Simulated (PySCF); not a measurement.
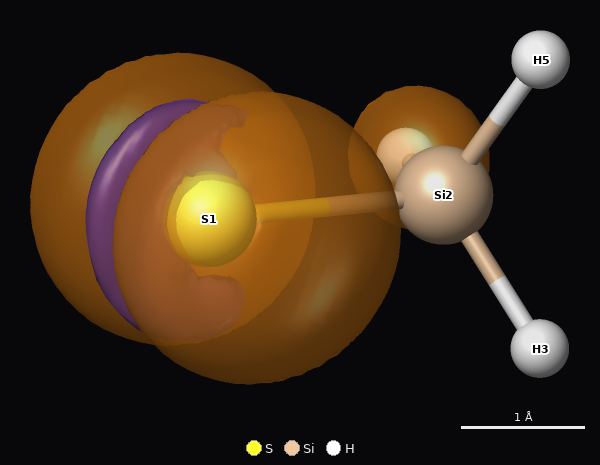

*H₃SSi (doublet). Isosurfaces of the spin density at +0.015 (orange) and −0.015 e/Å³ (purple), seen at a tilt.*

Geometry: B3LYP/6-31G*.

Level of theory: PySCF 2.14.0, Gaussian-basis quantum chemistry of an isolated molecule with PySCF, energy and nuclear gradient, functional PBE0.

```xyz
5

S    -1.6955    1.5928   -0.8250
Si   -0.8697   -0.3088   -1.3791
H    -1.8050   -1.4299   -1.1022
H    -0.6512   -0.1960   -2.8486
H     0.4276   -0.5757   -0.7050
```

### Describe the spin distribution.

The unpaired spin (1 electron) lies mostly on S1 (about 0.9), in electrons by Hirshfeld's partition.
